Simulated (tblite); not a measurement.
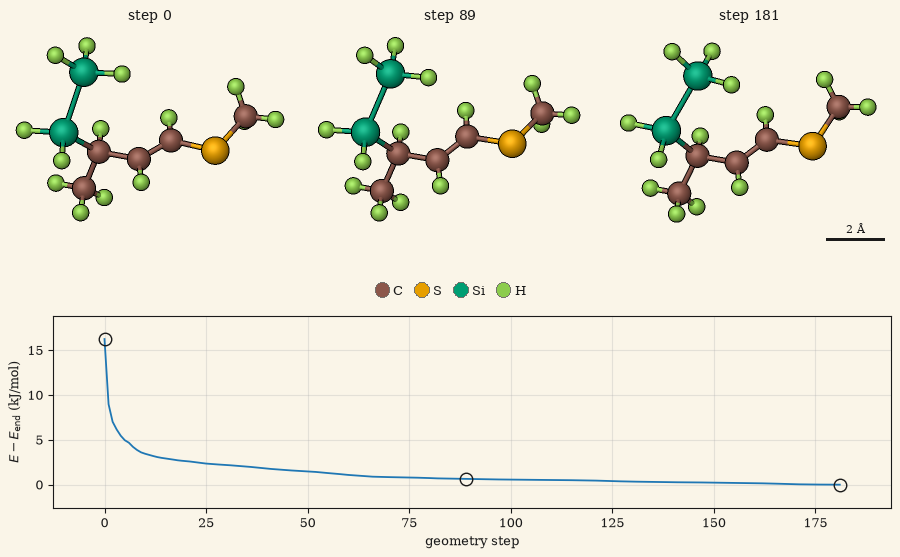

Frames of a relaxation of C5H14SSi2, marked on the history of the run. A ball-and-stick model, seen at a tilt.

These are results of tblite 0.8.0, GFN2-xTB geometry optimisation, gas phase, not measurements. 

What happens along the run?

Answer. The largest move after the best rigid fit is that of an H atom, 0.89 Å. By element the largest moves are H 0.89 Å, Si 0.50 Å, C 0.44 Å, S 0.20 Å. Among the contacts that change: C–S 1.714 → 1.761 Å, C–H 1.110 → 1.081 Å, H–Si 1.494 → 1.470 Å, C–C 1.510 → 1.488 Å. Among the angles between lasting bonds that change: S–C–H 119.2° → 113.7°, C–C–Si 112.6° → 108.2°, Si–Si–H 110.3° → 114.5°. The energy falls by 16.2 kJ/mol in 181 geometry steps. Cost: 1.9 s on 1 thread of Arm Neoverse V1, with other jobs on the host. From step 0 to 89: an H atom moves most (0.41 Å), energy −15.6 kJ/mol. From step 89 to 181: an H atom moves most (0.60 Å), energy −0.63 kJ/mol.

```json
{"step": "0", "E − E(0), kJ/mol": "0.00"}
{"step": "1", "E − E(0), kJ/mol": "-7.27"}
{"step": "2", "E − E(0), kJ/mol": "-9.23"}
{"step": "3", "E − E(0), kJ/mol": "-10.09"}
{"step": "4", "E − E(0), kJ/mol": "-10.79"}
{"step": "5", "E − E(0), kJ/mol": "-11.29"}
{"step": "6", "E − E(0), kJ/mol": "-11.56"}
{"step": "7", "E − E(0), kJ/mol": "-12.02"}
{"step": "8", "E − E(0), kJ/mol": "-12.37"}
{"step": "9", "E − E(0), kJ/mol": "-12.64"}
{"step": "10", "E − E(0), kJ/mol": "-12.80"}
{"step": "19", "E − E(0), kJ/mol": "-13.57"}
{"step": "28", "E − E(0), kJ/mol": "-13.99"}
{"step": "37", "E − E(0), kJ/mol": "-14.31"}
{"step": "46", "E − E(0), kJ/mol": "-14.66"}
{"step": "55", "E − E(0), kJ/mol": "-14.95"}
{"step": "64", "E − E(0), kJ/mol": "-15.30"}
{"step": "73", "E − E(0), kJ/mol": "-15.42"}
{"step": "82", "E − E(0), kJ/mol": "-15.54"}
{"step": "91", "E − E(0), kJ/mol": "-15.63"}
{"step": "100", "E − E(0), kJ/mol": "-15.68"}
{"step": "109", "E − E(0), kJ/mol": "-15.72"}
{"step": "118", "E − E(0), kJ/mol": "-15.77"}
{"step": "127", "E − E(0), kJ/mol": "-15.87"}
{"step": "136", "E − E(0), kJ/mol": "-15.95"}
{"step": "145", "E − E(0), kJ/mol": "-15.99"}
{"step": "154", "E − E(0), kJ/mol": "-16.04"}
{"step": "163", "E − E(0), kJ/mol": "-16.10"}
{"step": "172", "E − E(0), kJ/mol": "-16.21"}
{"step": "181", "E − E(0), kJ/mol": "-16.24"}
```
